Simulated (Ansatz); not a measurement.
**Hypothetical Fddd WSi2: pressure series**

The reference is WSi$_{2}$ (space group Fddd, No. 70; a hypothetical phase, not in the database extracts checked).

WSi₂ is modelled in the orthorhombic space group Fddd, origin choice 1 (No. 70), Pearson symbol oF24. Conventional cell: a = 4.5910 Å, b = 7.9481 Å, c = 8.9732 Å, α = β = γ = 90.00°. Si on 16f has 5 Si at 2.593–2.676 Å and 5 W at 2.612–2.674 Å. W on 8a sees 10 Si at 2.612–2.674 Å and 4 W at 3.209 Å. (Neighbours: up to the widest gap in distance over summed covalent radii, below 1.35, at either atom; cation-cation and far metal-metal contacts left out.)
(The calculation used a cell of 6 atoms; values per cell refer to that cell.)

Cell and atoms are relaxed at each pressure.

Method: plane-wave PAW DFT at the PBE level (Ansatz, a program for electronic structure, 420 eV), no SOC.

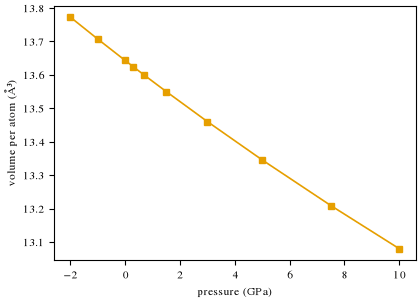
*Volume per atom against pressure*

```tsv
pressure (GPa)	volume per atom
-2	13.77 Å³
-1	13.71 Å³
0.3	13.62 Å³
0.7	13.60 Å³
1.5	13.55 Å³
3	13.46 Å³
5	13.35 Å³
7.5	13.21 Å³
10	13.08 Å³
```

Load acts through the strain it causes; cell and atoms are relaxed under it. No phonon test of stability was made. No other phases were tried under pressure. The final runs are not spin-polarised.
